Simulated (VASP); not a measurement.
Band structure of TiCrS2 (space group P-3m1). Method: PBEsol GGA, VASP's PBE PAW potentials (set 64) (plane waves; VASP 6.6.1).

The run has a spin-polarised start.

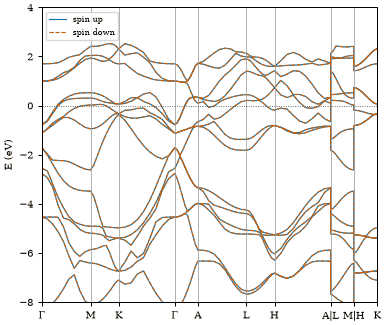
Figure. Bands along high-symmetry lines, zero at the valence-band maximum or, without a gap, the Fermi level

Question: Read the plot: is there a gap, and where are the band edges?

Answer: It has no gap at this level: it comes out as a metal or semimetal. (Edges off the drawn lines would not show.)

The structure comes from a computed database's TiCrS2 entry (P-3m1); how it stands against other phases isn't given here. It was relaxed first, which changed the volume by -9 %.
